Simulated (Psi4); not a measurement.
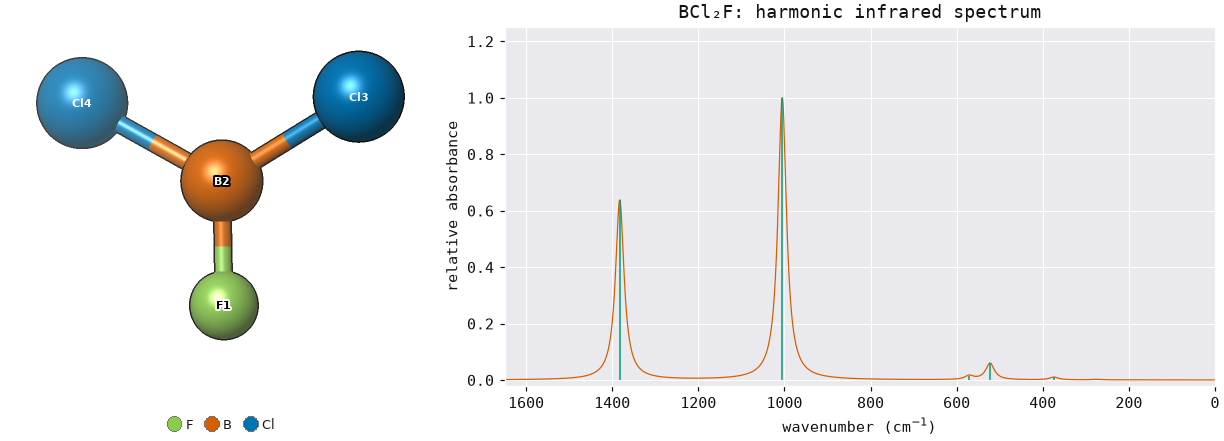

Infrared spectrum of BCl₂F, SMILES FB(Cl)Cl. Unscaled harmonic wavenumbers and double-harmonic intensities, M06-2X/6-31G(d,p) with Psi4, at a geometry relaxed at this level, isolated molecule. Lorentzian lines of 24 cm⁻¹ full width. Close modes add up in the curve.

Which lines are the most intense?

1005.0 cm⁻¹ (539.9 km/mol), 1382.3 cm⁻¹ (344.2 km/mol) and 522.3 cm⁻¹ (31.7 km/mol).

List the modes.

```csv
cm⁻¹,km/mol
272.8,1.1
373.6,5.2
522.3,31.7
570.5,7.3
1005.0,539.9
1382.3,344.2
```

Note: double-zeta basis.
